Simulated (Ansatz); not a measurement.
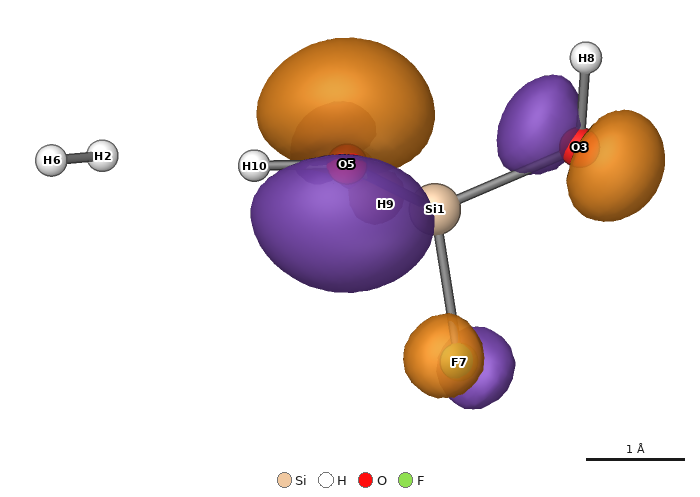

FH₃O₃Si···H₂. The HOMO−1 at ±0.15 Å⁻³ᐟ² (orange and purple are the two phases), seen from one side.

The product side of a reaction path; geometry: PBE0-D4/def2-TZVP.

Method: RKS PBE0-D4/def2-TZVPP in Ansatz.

```yaml
atoms:
  - { symbol: Si, position_ang: [0.2511, -0.3324, 0.7713] }
  - { symbol: H, position_ang: [-0.7015, 1.5943, -1.9694] }
  - { symbol: O, position_ang: [0.4609, -1.8103, 1.3997] }
  - { symbol: O, position_ang: [-1.2403, -0.0298, 0.1880] }
  - { symbol: O, position_ang: [1.2912, -0.1045, -0.4482] }
  - { symbol: H, position_ang: [-0.2401, 1.9661, -2.4265] }
  - { symbol: F, position_ang: [0.5151, 0.6488, 1.9868] }
  - { symbol: H, position_ang: [0.5684, -2.5387, 0.7874] }
  - { symbol: H, position_ang: [-1.9617, 0.0500, 0.8134] }
  - { symbol: H, position_ang: [1.0570, 0.5567, -1.1024] }
```

Question: Describe this orbital and give its energy.

Answer: It lies mainly on O5 (about 65 %) and O3 (about 10 %). Its energy is −9.82 eV.
